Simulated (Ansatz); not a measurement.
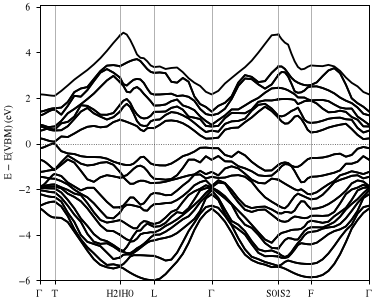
Band structure from the program Ansatz at the r²SCAN+D4 with spin–orbit coupling level (PAW)

Read off the gap and where the band edges lie.

About 0.1 eV (0.09 eV by a search for the band edges); maximum at T, minimum at T.

The material is GeSb₂Te₄ in space group R-3m (No. 166; Ge on 3a, Sb on 6c, Te on 6c, Te on 6c).

Symmetry was held in the r²SCAN+D4 relaxation.

Potentials: the later of the program's two PAW sets.
